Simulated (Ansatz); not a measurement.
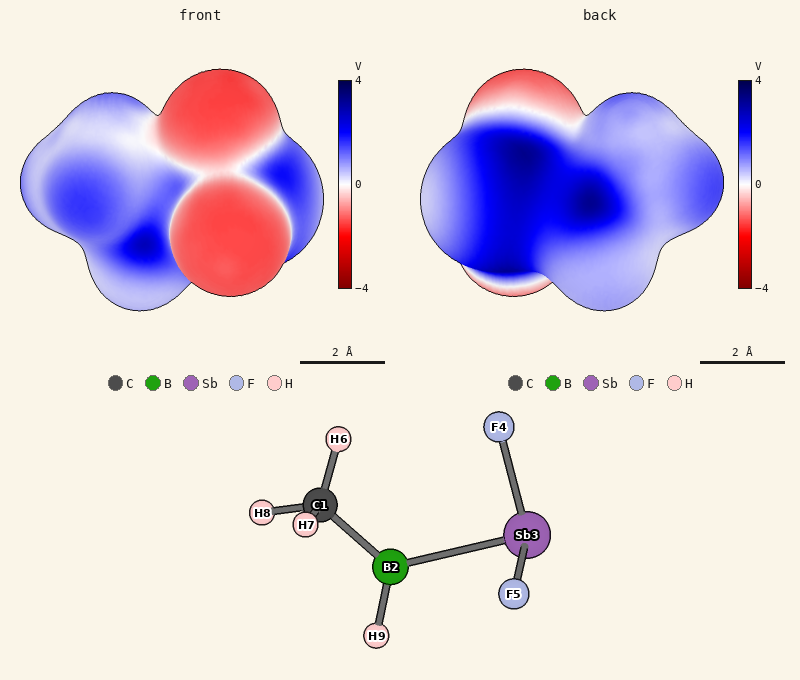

Figure. CH₄BF₂Sb (SMILES C[BH][Sb]([F])[F]). The electrostatic potential painted on the density surface at 0.004 e/bohr³, seen from the front and from behind; red is negative and blue positive. The bare structure is drawn below in the same view.

Geometry: PBE0-D4/def2-TZVP; core potentials replace the inner electrons of Sb.

Level of theory: RKS PBE0-D4/def2-TZVPP in Ansatz.

```xyz
9

C    -1.0780   -0.3530    0.4441
B     0.4177   -0.1842    0.7594
Sb    1.9427   -0.0946   -0.9459
F     0.6092   -0.3701   -2.2979
F     1.7713    1.8199   -0.9244
H    -1.3150   -0.8504   -0.4970
H    -1.3959    0.6993    0.3117
H    -1.6827   -0.7442    1.2653
H     0.8190    0.0313    1.8677
```

### Where is the surface potential most negative and most positive?

The most negative region (about −1.5 V) lies over F4 and F5, the most positive (about +3.1 V) over B2 and Sb3.
